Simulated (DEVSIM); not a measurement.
Structure: Pd/La2O3/n-Ge capacitor, at 300 K.

```
layer (left to right)  material  thickness (nm)  Nd (cm⁻³)
---------------------  --------  --------------  ---------
1                         La2O3            18.0          -
2                            Ge            1600     1.3e17
```

Metal gate on the left, work function 5.2 eV. Fixed charge at the semiconductor interface 3.2e11 cm⁻² (in units of +e); no interface traps.

Constants are typed, rounded textbook-type inputs, not results; the design itself was drawn at random and stands for no fabricated device. Values at 300 K.

```tsv
parameter	La2O3	Ge
gap (eV)	5.8	0.664
affinity (eV)	1.8	4
permittivity	27	16
Nc (cm⁻³)	-	1.04e19
Nv (cm⁻³)	-	6e18
```

Simulated with DEVSIM: 1D Poisson equation in equilibrium, Boltzmann statistics, complete ionisation; no quantum confinement or tunnelling. Metal contacts follow the ideal Schottky-Mott rule: no Fermi-level pinning, no interface dipoles.

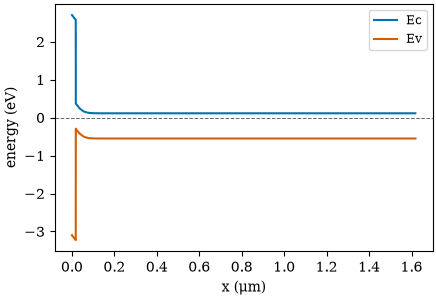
Figure. Band edges at 0.7 V on the gate

Energies count from the Fermi level of the right contact; mesh points crowd at the junctions.

```csv
x (μm),Ec (eV),Ev (eV),n (cm⁻³),p (cm⁻³),field (V/cm)
0.000,2.700,-3.100,< 1e2,< 1e2,-71000
0.001296,2.691,-3.109,< 1e2,< 1e2,-71000
0.003848,2.673,-3.127,< 1e2,< 1e2,-71000
0.008872,2.637,-3.163,< 1e2,< 1e2,-71000
0.01494,2.595,-3.205,< 1e2,< 1e2,-71000
0.01710,2.579,-3.221,< 1e2,< 1e2,-71000
0.01821,0.371,-0.293,6.1e12,7.2e13,-83000
0.02077,0.351,-0.313,1.3e13,3.2e13,-79000
0.02540,0.316,-0.348,5.2e13,8.4e12,-72000
0.03549,0.250,-0.414,6.5e14,6.8e11,-57000
0.05746,0.159,-0.505,2.2e16,2.0e10,-27000
0.1290,0.114,-0.550,1.3e17,3.4e9,-210
0.2612,0.113,-0.551,1.3e17,3.4e9,≈ 0
0.5491,0.113,-0.551,1.3e17,3.4e9,≈ 0
1.184,0.113,-0.551,1.3e17,3.4e9,≈ 0
1.419,0.113,-0.551,1.3e17,3.4e9,≈ 0
1.527,0.113,-0.551,1.3e17,3.4e9,≈ 0
1.577,0.113,-0.551,1.3e17,3.4e9,≈ 0
1.604,0.113,-0.551,1.3e17,3.4e9,≈ 0
1.612,0.113,-0.551,1.3e17,3.4e9,≈ 0
1.616,0.113,-0.551,1.3e17,3.4e9,≈ 0
1.618,0.113,-0.551,1.3e17,3.4e9,≈ 0
```
